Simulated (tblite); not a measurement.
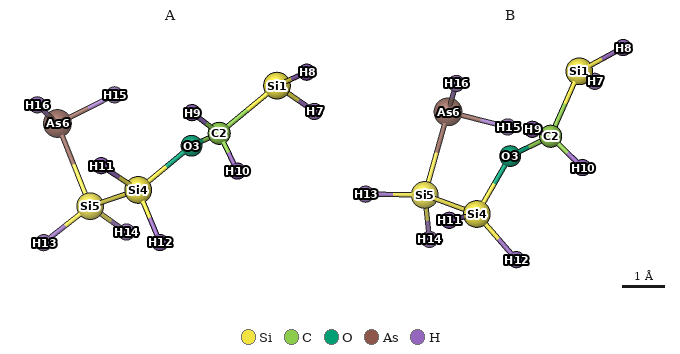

Two geometries of CH10AsOSi3 (multiplicity 2), drawn at one scale. One is the start of a relaxation, the other its converged end. Style: ball-and-stick. Shown at a tilt.

Level of theory: GFN2-xTB geometry optimisation, gas phase in tblite 0.8.0. 

### Which geometry has the lower energy?

Structure B is the relaxed one. After 240 geometry steps the energy has fallen by 14.9 kcal/mol. H16 moves most after the best rigid fit: 2.00 Å. By element the largest moves are H 2.00 Å, As 1.27 Å, Si 1.00 Å, O 0.76 Å, C 0.30 Å. Near-neighbour distances that change, for instance: O3–Si4 1.722 → 1.628 Å, As6–H16 1.579 → 1.496 Å, Si4–Si5 2.226 → 2.305 Å, As6–H15 1.568 → 1.499 Å. Among the angles between lasting bonds that change: C2–O3–Si4 109.5° → 129.4°, O3–Si4–Si5 109.9° → 94.9°, Si5–Si4–H11 108.5° → 119.1°. Groups turn about Si4–Si5 by about 65°. Cost: 2.1 s on 1 thread of Arm Neoverse V1, with other jobs on the host.
